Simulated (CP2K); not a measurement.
**BNH4O (SMILES NBO): levels of theory compared**

We compute a comparison of 3 runs (HF/3-21G, HF/6-311G**, B3LYP/pcseg-2) of BNH4O. 

The calculation is run with CP2K 2026.2.

**1. The system as given**

The species is BNH4O (7 atoms), meant as a singlet with charge 0. SMILES: `NBO`. The shape is that of a GFN2-xTB optimisation. This is one conformer, not always the lowest.

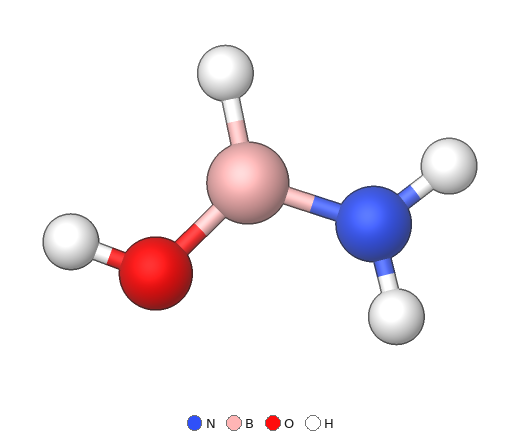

Viewed from a chosen angle; nitrogen blue, boron pink, oxygen red, hydrogen white.

**2. Energy and forces at HF/3-21G (run 1)**

run.inp

```
&FORCE_EVAL
   METHOD Quickstep
   &DFT
      BASIS_SET_FILE_NAME ./3_21g.basis
      POTENTIAL_FILE_NAME POTENTIAL
      CHARGE 0
      MULTIPLICITY 1
      &QS
         METHOD GAPW
         EPS_DEFAULT 1.0E-10
      &END QS
      &MGRID
         CUTOFF 280
         REL_CUTOFF 50
         NGRIDS 4
      &END MGRID
      &POISSON
         PERIODIC NONE
         POISSON_SOLVER MULTIPOLE
      &END POISSON
      &SCF
         SCF_GUESS ATOMIC
         EPS_SCF 1.0E-07
         MAX_SCF 100
         ADDED_MOS 5
         &DIAGONALIZATION
            ALGORITHM STANDARD
         &END DIAGONALIZATION
         &MIXING
            METHOD DIRECT_P_MIXING
            ALPHA 0.4
         &END MIXING
      &END SCF
      &XC
         &XC_FUNCTIONAL NONE
         &END XC_FUNCTIONAL
         &HF
            FRACTION 1
            &SCREENING
               EPS_SCHWARZ 1.0E-10
               SCREEN_ON_INITIAL_P F
            &END SCREENING
            &INTERACTION_POTENTIAL
               POTENTIAL_TYPE COULOMB
            &END INTERACTION_POTENTIAL
            &MEMORY
               MAX_MEMORY 1050
            &END MEMORY
         &END HF
      &END XC
      &PRINT
         &MOMENTS
            PERIODIC F
            REFERENCE COM
            MAX_MOMENT 1
         &END MOMENTS
         &MO ON
            ENERGIES T
            OCCUPATION_NUMBERS T
            NDIGITS 6
            &EACH
               QS_SCF 0
            &END EACH
            ADD_LAST NUMERIC
         &END MO
         &LOWDIN ON
         &END LOWDIN
         &HIRSHFELD OFF
         &END HIRSHFELD
      &END PRINT
   &END DFT
   &SUBSYS
      &CELL
         ABC [angstrom] 10.4 9.1 8.7
         PERIODIC NONE
      &END CELL
      &COORD
         SCALED T
         N    0.39517500   0.51019066   0.45868793
         B    0.51384808   0.50972802   0.53302471
         O    0.58365769   0.38335989   0.52790402
         H    0.36180192   0.42123352   0.40310977
         H    0.33576058   0.59685440   0.45471207
         H    0.54939519   0.61664011   0.59689023
         H    0.66423942   0.38718187   0.58015460
      &END COORD
      &KIND N
         BASIS_SET 3-21G
         POTENTIAL ALL
         LEBEDEV_GRID 194
         RADIAL_GRID 100
      &END KIND
      &KIND B
         BASIS_SET 3-21G
         POTENTIAL ALL
         LEBEDEV_GRID 194
         RADIAL_GRID 100
      &END KIND
      &KIND O
         BASIS_SET 3-21G
         POTENTIAL ALL
         LEBEDEV_GRID 194
         RADIAL_GRID 100
      &END KIND
      &KIND H
         BASIS_SET 3-21G
         POTENTIAL ALL
         LEBEDEV_GRID 194
         RADIAL_GRID 100
      &END KIND
   &END SUBSYS
   &PRINT
      &FORCES ON
      &END FORCES
   &END PRINT
&END FORCE_EVAL

&GLOBAL
   PROJECT_NAME run
   RUN_TYPE ENERGY_FORCE
   PRINT_LEVEL MEDIUM
&END GLOBAL
```

Started as:

```bash
$ OMP_NUM_THREADS=1 cp2k.psmp run.inp > run.out
```

Standard output:

```text
CP2K| version string:                                       CP2K version 2026.2
[...]
 GLOBAL| Method name                                                        CP2K
[...]
 GLOBAL| Run type                                                   ENERGY_FORCE
[...]
 DFT| Spin restricted Kohn-Sham (RKS) calculation                            RKS
 DFT| Multiplicity                                                             1
[...]
 DFT| Charge                                                                   0
[...]
 QS| Method:                                                                GAPW
[...]
 QS| Density cutoff [a.u.]:                                                140.0
[...]
 QS| Relative density cutoff [a.u.]:                                        25.0
[...]
                             - Atoms:                                          7
[...]
                             - Spherical basis functions:                     35
[...]
 Number of electrons:                                                         24
[...]
     1 P_Mix/Diag. 0.40E+00    0.5     0.98128189      -156.2127152924 -1.56E+02
[...]
    16 DIIS/Diag.  0.21E-06    0.2     0.00000006      -155.5600857041 -1.71E-13
  *** SCF run converged in    16 steps ***
[...]
  Overlap energy of the core charge distribution:               0.00001746877263
  Self energy of the core charge distribution:               -142.60393061533765
  Core Hamiltonian energy:                                    -17.39999855046627
  Hartree energy:                                              46.06993964049038
  Exchange-correlation energy:                                  0.00000000000000
  Hartree-Fock Exchange energy:                               -20.22746786561026
[...]
 ENERGY| Total FORCE_EVAL ( QS ) energy [hartree]           -155.560085704085907
 FORCES| Atomic forces [hartree/bohr]
 FORCES|   Atom     x               y               z               |f|
 FORCES|      1 -1.82471661E-02  3.86120197E-03 -8.20044064E-03   2.03743755E-02
 FORCES|      2 -1.51206026E-02  1.19708556E-02 -3.36145339E-03   1.95763474E-02
 FORCES|      3  1.36935238E-02 -1.41177434E-02  1.92203086E-03   1.97615150E-02
 FORCES|      4  2.82066342E-03  2.07615643E-03  2.27765521E-03   4.17783209E-03
 FORCES|      5  3.60185861E-03 -2.10304178E-03  1.06910631E-03   4.30571231E-03
 FORCES|      6  3.58232088E-03  4.83972562E-03  3.54588479E-03   6.98779406E-03
 FORCES|      7  9.70347609E-03 -6.47647947E-03  2.79262205E-03   1.19958731E-02
 FORCES| Sum     3.40741053E-05  5.06749997E-05  4.54051792E-05
 FORCES| Total atomic force                                       7.60961927E-05
[...]
```

It took 4.2 s on 1 thread of Arm Neoverse V2, shared host; peak memory 0.45 GiB.

**3. Energy and gradient at HF/6-311G(d,p) (run 2)**

mol.inp

```
&GLOBAL
    PROJECT mol
    RUN_TYPE ENERGY_FORCE
    PRINT_LEVEL MEDIUM
&END GLOBAL
&FORCE_EVAL
    METHOD QS
    &DFT
        BASIS_SET_FILE_NAME ./6_311gss.basis
        POTENTIAL_FILE_NAME POTENTIAL
        # Quickstep
        &QS
            METHOD GAPW
            EPS_DEFAULT 1.0E-10
        &END QS
        # real-space grids
        &MGRID
            CUTOFF 280
            REL_CUTOFF 50
            NGRIDS 4
        &END MGRID
        &POISSON
            PERIODIC NONE
            POISSON_SOLVER MULTIPOLE
        &END POISSON
        # self-consistent field
        &SCF
            SCF_GUESS ATOMIC
            EPS_SCF 1.0E-07
            MAX_SCF 150
            ADDED_MOS 3
            &DIAGONALIZATION
                ALGORITHM STANDARD
            &END DIAGONALIZATION
            &MIXING
                METHOD DIRECT_P_MIXING
                ALPHA 0.4
            &END MIXING
        &END SCF
        # functional
        &XC
            &XC_FUNCTIONAL NONE
            &END XC_FUNCTIONAL
            # exact exchange
            &HF
                FRACTION 1
                &SCREENING
                    EPS_SCHWARZ 1.0E-10
                &END SCREENING
                &MEMORY
                    MAX_MEMORY 1050
                &END MEMORY
            &END HF
        &END XC
        &PRINT
            &MOMENTS
                PERIODIC F
                REFERENCE COM
                MAX_MOMENT 1
            &END MOMENTS
            &MO ON
                ENERGIES T
                OCCUPATION_NUMBERS T
                NDIGITS 6
                &EACH
                    QS_SCF 0
                &END EACH
                ADD_LAST NUMERIC
            &END MO
            &LOWDIN ON
            &END LOWDIN
            &HIRSHFELD OFF
            &END HIRSHFELD
        &END PRINT
    &END DFT
    # structure
    &SUBSYS
        # box in angstrom
        &CELL
            ABC 10.4 9.1 8.7
            PERIODIC NONE
        &END CELL
        &COORD
            SCALED T
            N    0.39517500   0.51019066   0.45868793
            B    0.51384808   0.50972802   0.53302471
            O    0.58365769   0.38335989   0.52790402
            H    0.36180192   0.42123352   0.40310977
            H    0.33576058   0.59685440   0.45471207
            H    0.54939519   0.61664011   0.59689023
            H    0.66423942   0.38718187   0.58015460
        &END COORD
        &KIND N
            BASIS_SET 6-311Gss
            POTENTIAL ALL
            LEBEDEV_GRID 194
            RADIAL_GRID 100
        &END KIND
        &KIND B
            BASIS_SET 6-311Gss
            POTENTIAL ALL
            LEBEDEV_GRID 194
            RADIAL_GRID 100
        &END KIND
        &KIND O
            BASIS_SET 6-311Gss
            POTENTIAL ALL
            LEBEDEV_GRID 194
            RADIAL_GRID 100
        &END KIND
        &KIND H
            BASIS_SET 6-311Gss
            POTENTIAL ALL
            LEBEDEV_GRID 194
            RADIAL_GRID 100
        &END KIND
    &END SUBSYS
    &PRINT
        &FORCES ON
        &END FORCES
    &END PRINT
&END FORCE_EVAL
```

Started as:

```bash
$ OMP_NUM_THREADS=1 cp2k.psmp mol.inp > mol.out
```

Standard output:

```text
CP2K| version string:                                       CP2K version 2026.2
[...]
 GLOBAL| Method name                                                        CP2K
[...]
 GLOBAL| Run type                                                   ENERGY_FORCE
[...]
 DFT| Spin restricted Kohn-Sham (RKS) calculation                            RKS
 DFT| Multiplicity                                                             1
[...]
 DFT| Charge                                                                   0
[...]
 QS| Method:                                                                GAPW
[...]
 QS| Density cutoff [a.u.]:                                                140.0
[...]
 QS| Relative density cutoff [a.u.]:                                        25.0
[...]
                             - Atoms:                                          7
[...]
                             - Spherical basis functions:                     78
[...]
 Number of electrons:                                                         24
[...]
     1 P_Mix/Diag. 0.40E+00    2.4     0.48987344      -157.1136111026 -1.57E+02
[...]
    16 DIIS/Diag.  0.18E-06    0.3     0.00000005      -156.4658875731 -2.56E-13
  *** SCF run converged in    16 steps ***
[...]
  Overlap energy of the core charge distribution:               0.00001746877263
  Self energy of the core charge distribution:               -142.60393061533765
  Core Hamiltonian energy:                                    -18.03901887687556
  Hartree energy:                                              46.41734207126620
  Exchange-correlation energy:                                  0.00000000000000
  Hartree-Fock Exchange energy:                               -20.29724081698562
[...]
 ENERGY| Total FORCE_EVAL ( QS ) energy [hartree]           -156.465887573119545
 FORCES| Atomic forces [hartree/bohr]
 FORCES|   Atom     x               y               z               |f|
 FORCES|      1 -1.58651655E-02  9.52799864E-04 -7.96463324E-03   1.77777020E-02
 FORCES|      2 -3.57024358E-03 -6.45786508E-03 -4.13141188E-03   8.45690397E-03
 FORCES|      3  1.93477298E-02 -8.44774115E-04  9.82628915E-03   2.17164512E-02
 FORCES|      4  4.15015115E-03  7.64670489E-03  4.98519868E-03   1.00273654E-02
 FORCES|      5  7.96830110E-03 -7.30644619E-03  1.46429956E-03   1.09097274E-02
 FORCES|      6  4.18276661E-03  5.23812267E-03  4.07491357E-03   7.84464061E-03
 FORCES|      7 -1.62285319E-02  7.43904730E-04 -8.22766236E-03   1.82102463E-02
 FORCES| Sum    -1.49923702E-05 -2.75532305E-05  2.69934712E-05
 FORCES| Total atomic force                                       4.13835615E-05
[...]
```

Wall time 12 s (1 thread of Arm Neoverse V2, shared host); peak memory 0.47 GiB.

**4. Energy and forces at B3LYP/pcseg-2 (run 3)**

calc.inp

```
&FORCE_EVAL
   METHOD QUICKSTEP
   &DFT
      BASIS_SET_FILE_NAME ./pcseg_2.basis
      POTENTIAL_FILE_NAME POTENTIAL
      CHARGE 0
      MULTIPLICITY 1
      &QS
         METHOD GAPW
         EPS_DEFAULT 1.0E-10
      &END
      &MGRID
         CUTOFF 280
         REL_CUTOFF 50
         NGRIDS 4
      &END
      &POISSON
         PERIODIC NONE
         POISSON_SOLVER MULTIPOLE
      &END
      &SCF
         SCF_GUESS ATOMIC
         EPS_SCF 1.0E-06
         MAX_SCF 40
         &OT ON
            MINIMIZER DIIS
            PRECONDITIONER FULL_ALL
         &END
         &OUTER_SCF
            EPS_SCF 1.0E-06
            MAX_SCF 10
         &END
      &END
      &XC
         &XC_FUNCTIONAL
            &HYB_GGA_XC_B3LYP
            &END
         &END
         &HF
            FRACTION 0.2
            &SCREENING
               EPS_SCHWARZ 1.0E-10
               SCREEN_ON_INITIAL_P F
            &END
            &INTERACTION_POTENTIAL
               POTENTIAL_TYPE COULOMB
            &END
            &MEMORY
               MAX_MEMORY 1050
            &END
         &END
      &END
      &PRINT
         &MOMENTS
            PERIODIC F
            REFERENCE COM
            MAX_MOMENT 1
         &END
         &MO_CUBES
            NLUMO 3
            NHOMO -1
            WRITE_CUBE F
         &END
         &LOWDIN ON
         &END
         &HIRSHFELD OFF
         &END
      &END
   &END
   &SUBSYS
      &CELL
         ABC [angstrom] 10.4 9.1 8.7
         PERIODIC NONE
      &END
      &COORD
         N      4.109820     4.642735     3.990585
         B      5.344020     4.638525     4.637315
         O      6.070040     3.488575     4.592765
         H      3.762740     3.833225     3.507055
         H      3.491910     5.431375     3.955995
         H      5.713710     5.611425     5.192945
         H      6.908090     3.523355     5.047345
      &END
      &KIND N
         BASIS_SET pcseg-2
         POTENTIAL ALL
         LEBEDEV_GRID 194
         RADIAL_GRID 100
      &END
      &KIND B
         BASIS_SET pcseg-2
         POTENTIAL ALL
         LEBEDEV_GRID 194
         RADIAL_GRID 100
      &END
      &KIND O
         BASIS_SET pcseg-2
         POTENTIAL ALL
         LEBEDEV_GRID 194
         RADIAL_GRID 100
      &END
      &KIND H
         BASIS_SET pcseg-2
         POTENTIAL ALL
         LEBEDEV_GRID 194
         RADIAL_GRID 100
      &END
   &END
   &PRINT
      &FORCES ON
      &END
   &END
&END

&GLOBAL
   PROJECT calc
   RUN_TYPE ENERGY_FORCE
   PRINT_LEVEL MEDIUM
&END
```

Started as:

```bash
$ OMP_NUM_THREADS=1 cp2k.psmp -i calc.inp -o calc.out
```

Standard output:

```text
CP2K| version string:                                       CP2K version 2026.2
[...]
 GLOBAL| Method name                                                        CP2K
[...]
 GLOBAL| Run type                                                   ENERGY_FORCE
[...]
 DFT| Spin restricted Kohn-Sham (RKS) calculation                            RKS
 DFT| Multiplicity                                                             1
[...]
 DFT| Charge                                                                   0
[...]
 FUNCTIONAL| HYB_GGA_XC_B3LYP:
[...]
 QS| Method:                                                                GAPW
[...]
 QS| Density cutoff [a.u.]:                                                140.0
[...]
 QS| Relative density cutoff [a.u.]:                                        25.0
[...]
                             - Atoms:                                          7
[...]
                             - Spherical basis functions:                    146
[...]
 Number of electrons:                                                         24
[...]
     1 OT DIIS     0.15E+00   11.5     0.71548928      -130.9212007267 -1.31E+02
[...]
    16 OT DIIS     0.15E+00    1.9     0.00000077      -157.4069088756 -5.49E-11
  *** SCF run converged in    16 steps ***
[...]
  Overlap energy of the core charge distribution:               0.00001746877265
  Self energy of the core charge distribution:               -142.60393061533765
  Core Hamiltonian energy:                                    -17.78046146426497
  Hartree energy:                                              46.51896375822363
  Exchange-correlation energy:                                 -7.23129980178110
  Hartree-Fock Exchange energy:                                -4.04561247305694
[...]
 ENERGY| Total FORCE_EVAL ( QS ) energy [hartree]           -157.406908875423056
 FORCES| Atomic forces [hartree/bohr]
 FORCES|   Atom     x               y               z               |f|
 FORCES|      1 -6.94304071E-03  7.99420659E-04 -3.14271440E-03   7.66299821E-03
 FORCES|      2 -5.16025426E-03  2.28153747E-03 -1.74297883E-03   5.90521908E-03
 FORCES|      3  5.43841838E-03 -9.30546844E-03 -8.42694225E-04   1.08110254E-02
 FORCES|      4 -5.45889831E-04 -1.23178965E-03 -7.89893050E-04   1.56180424E-03
 FORCES|      5  9.73802325E-04  8.63712151E-04  7.91828517E-04   1.52357542E-03
 FORCES|      6  3.93166283E-03  5.48169011E-03  4.04011364E-03   7.86316840E-03
 FORCES|      7  2.32183666E-03  9.43733619E-04  1.61800539E-03   2.98320298E-03
 FORCES| Sum     1.65353970E-05 -1.67164077E-04 -6.83329592E-05
 FORCES| Total atomic force                                       1.81346743E-04
[...]
```

Run time: 2.5 min. Hardware: 1 thread of Arm Neoverse V2, shared host; peak memory 0.76 GiB.

**5. All runs side by side**

```
run          level  iteration cap  added orbitals  energy (Eh)  dipole moment (D)  HOMO energy (eV)  LUMO energy (eV)  wall time
  1       HF/3-21G            100               5  -155.560086               0.75            -10.88              6.33      4.2 s
  2    HF/6-311G**            150               3  -156.465888               0.65            -11.13              4.52       12 s
  3  B3LYP/pcseg-2             40               –  -157.406909               0.54             -7.50              0.45    2.5 min
```

**6. What came out**

| quantity | value |
| --- | --- |
| run 3: total energy | -157.40691 Eh |
| run 3: dipole moment | 0.54 D |
| run 3: HOMO energy | -7.50 eV |
| run 3: LUMO energy | 0.45 eV |
| run 3: HOMO–LUMO gap | 7.95 eV |
| run 3: largest force on an atom | 0.556 eV/Å |

**Reading.** The dipole moment (its size) runs from 0.54 D (B3LYP/pcseg-2) to 0.75 D (HF/3-21G). The two ends differ in method and basis. The HOMO–LUMO gap runs from 7.95 eV (B3LYP/pcseg-2) to 17.21 eV (HF/3-21G). All runs together took 2.8 min, the longest 2.5 min.
